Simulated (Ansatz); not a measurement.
## Electronic structure of C₂H₅NSi in real space

The calculation's input:

```
crystal:
  periodic: [false, false, false]
  atoms:
    - { symbol: C, position_ang: [-0.7258, 1.2834, -1.7802] }
    - { symbol: C, position_ang: [-0.148, 0.9317, -0.8508] }
    - { symbol: "N", position_ang: [0.6084, 0.4797, 0.281] }
    - { symbol: Si, position_ang: [0.1512, -0.91, 1.0482] }
    - { symbol: H, position_ang: [-1.3335, 1.6758, -2.6422] }
    - { symbol: H, position_ang: [1.6328, 0.4046, 0.0961] }
    - { symbol: H, position_ang: [0.9801, -1.1681, 2.2224] }
    - { symbol: H, position_ang: [-1.2911, -0.7158, 1.4699] }
    - { symbol: H, position_ang: [0.2143, -2.0276, 0.1385] }
basis:
  gaussian: { orbitals: def2-SVP }
hamiltonian:
  xc: r2scan
relax:
  f_tol: 0.02
  max_steps: 50
output:
  orbitals: {}
```

Launched as:

```sh
ansatz run input.yaml --threads 2 --pin off --max-ram 3072MiB --backend cpu --events-out ev --progress --plain --runs-dir out
```

The fields are those of the run's last geometry, not of the input's.

The calculation used RKS r2SCAN/def2-SVP in Ansatz 0.2.0.

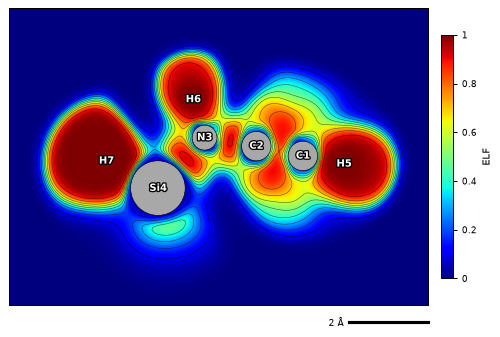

Figure 1. Electron localisation function on the plane of atoms N3, Si4 and H7. Grey discs cover the atomic cores.

Question: Describe what can be read from this map.

Answer: The section cuts through C, N, Si and H sites. C–C (1.22 Å): the ELF peaks at about 0.80 between the atoms (a multiple bond). C–N (1.34 Å): the ELF peaks at about 0.90 between the atoms: localised, covalent bonding. Si–N (1.76 Å): the ELF peaks at about 0.90 between the atoms, as expected for a shared but strongly polarised pair. N–H (1.02 Å): the ELF climbs to about 1 towards the hydrogen, as it does in any bond to H: an ordinary covalent bond to hydrogen. C–H (1.07 Å): the ELF climbs to about 1 towards the hydrogen (an ordinary covalent bond to hydrogen).

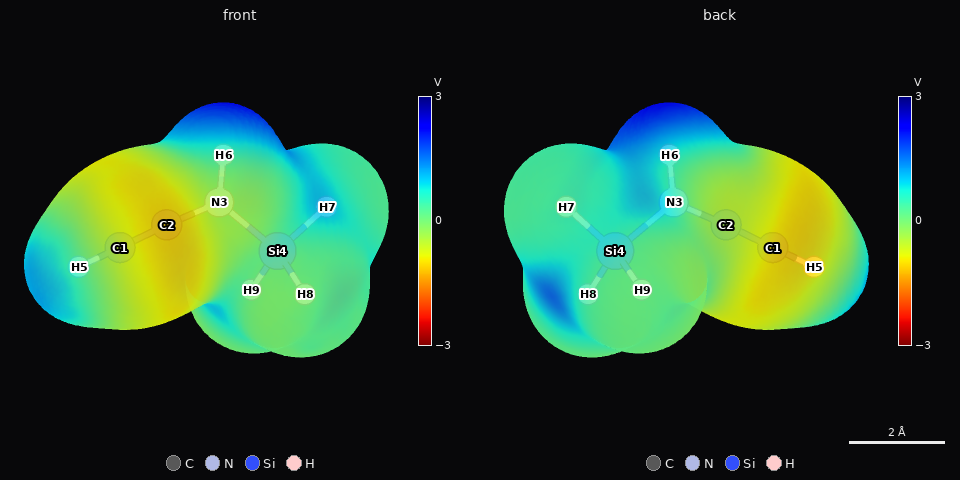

Figure 2. The electrostatic potential painted on the density surface at 0.002 e/bohr³, seen from the front and from behind; the colour scale runs from red (negative) to blue (positive).

Question: Where is the surface potential most negative and most positive?

Answer: The most negative region (about −1.1 V, or −25 kcal/mol for a unit charge) lies over C1 and C2, the most positive (about +2.2 V, or +51 kcal/mol for a unit charge) over H6.

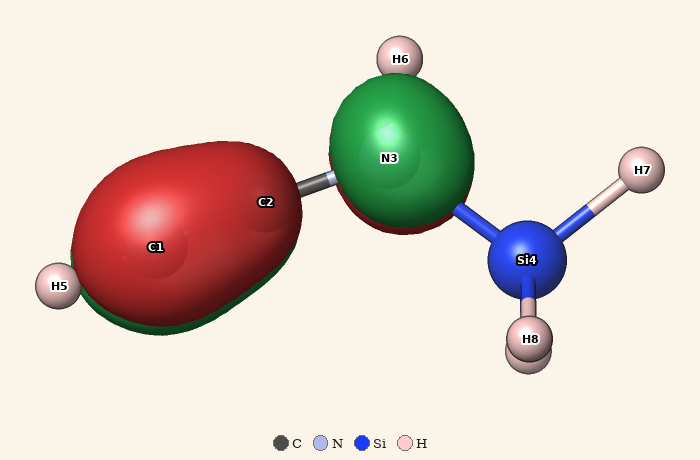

Figure 3. The HOMO at ±0.15 Å⁻³ᐟ² (green and red are the two phases), seen at a tilt.

Question: Describe this orbital and give its energy.

Answer: Its weight (Hirshfeld) is mainly on C1 (about 40 %), N3 (about 25 %) and C2 (about 20 %). Its energy is −5.39 eV.
